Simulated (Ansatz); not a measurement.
# BH3···Cl (doublet): what the fields show

```xyz
5

B     0.0000    0.0000    0.0206
H     0.0000    0.0000    1.2751
H     1.0665    0.0000   -0.5279
H    -1.0665    0.0000   -0.5279
Cl    0.0000    0.0000    3.1200
```

Theory: UKS B3LYP/def2-SVP in Ansatz.

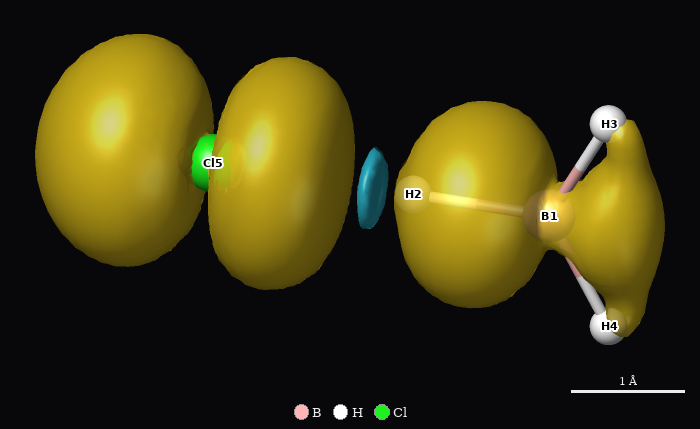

Figure 1. Isosurfaces of the spin density at +0.02 (yellow) and −0.02 e/Å³ (cyan), seen at a tilt.

**Which atoms carry the spin?**

The unpaired spin (1 electron) lies mostly on Cl5 (about 0.7), B1 (about 0.2) and H2 (about 0.1), in electrons by Hirshfeld's partition.

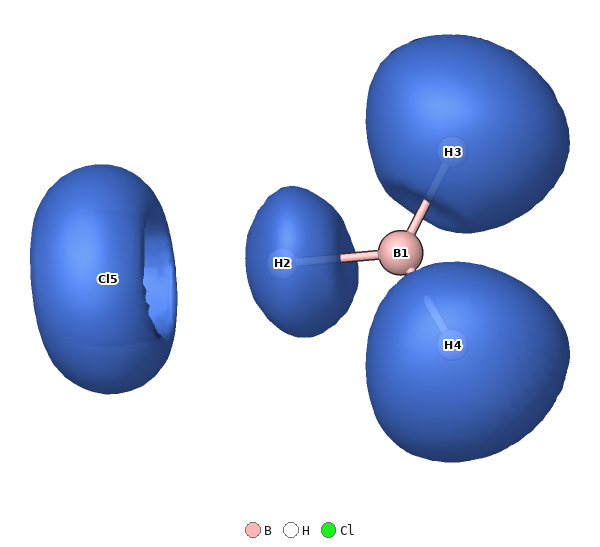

Figure 2. Isosurface of the ELF at 0.85 (blue), seen at a tilt. Core shells and regions of very low density are left out.

**Describe the localisation domains.**

The surface consists of three regions around hydrogen nuclei and one region wrapped around Cl (its valence shell). Profiles from the grid: Cl5···H2 (1.84 Å): the ELF climbs to about 1 towards the hydrogen, as it does in any bond to H. B–H (1.20 Å): the ELF climbs to about 1 towards the hydrogen: an ordinary covalent bond to hydrogen.

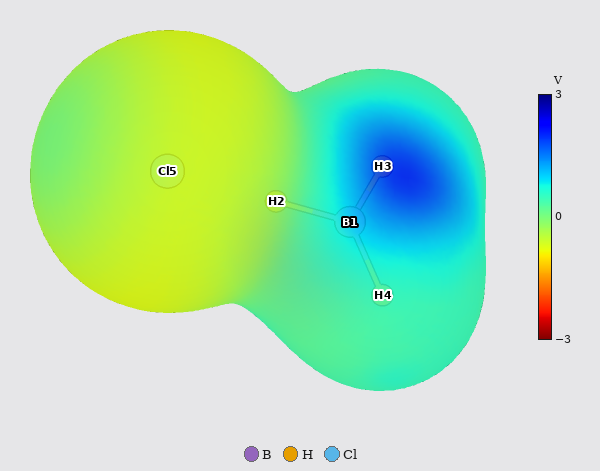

Figure 3. The electrostatic potential painted on the density surface at 0.001 e/bohr³, seen at a tilt; red is negative and blue positive.

**Describe the electrostatic potential map.**

The most negative region (about −0.7 V) lies over Cl5, the most positive (about +2.0 V) over B1.
